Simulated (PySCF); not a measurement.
# C2H7BN2O: the cost of one run

Computed with PySCF 2.14.0, with density-fitted response routines of our own, on a single molecule in the gas phase. Atoms count from 0, in the outputs and in this text.

## Step 1: Starting geometry

13 atoms, charge 0, multiplicity 1; geometry from: GFN2-xTB.

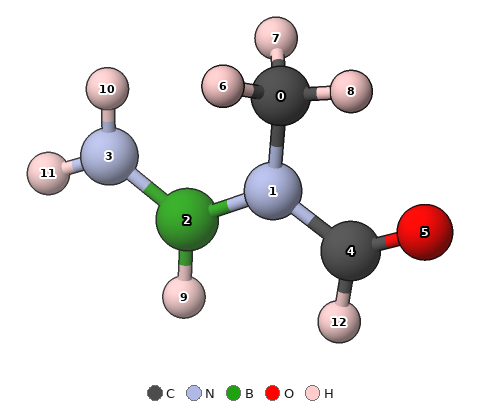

As it starts; carbon dark grey, nitrogen light blue, boron green, oxygen red, hydrogen pink, atoms numbered.

## Step 2: TDDFT and polarisability: B3LYP/def2-SVPD

Job settings and geometry (Å):

```
{"job": {"kind": "uv", "xc": "B3LYP", "basis": "def2-SVPD", "nstates": 8, "ntriplets": 3}, "charge": 0, "multiplicity": 1}
C     -0.982219    -0.945582     0.177838
N     -0.340624     0.353632     0.057750
B      1.071521     0.478471    -0.196389
N      1.860572    -0.651369    -0.339409
C     -1.145493     1.436742     0.204360
O     -2.333985     1.412400     0.417960
H     -0.539170    -1.512577     0.997997
H     -0.879455    -1.510320    -0.750277
H     -2.040894    -0.785985     0.383517
H      1.546976     1.542753    -0.279350
H      1.517262    -1.594614    -0.279832
H      2.847599    -0.605258    -0.518485
H     -0.586478     2.382193     0.106594
```

Method: TDDFT B3LYP/def2-SVPD, vertical, gas phase, core orbitals frozen in the response.

On the command line:

```console
OMP_NUM_THREADS=1 python probes_run.py task.json out
```

The driver reads the jobs from task.json and runs them one after another.

Q: Estimate the wall time and peak memory of this job on 1 thread of Arm Neoverse N1, shared host.

About 45 s, with a peak of 0.72 GiB.
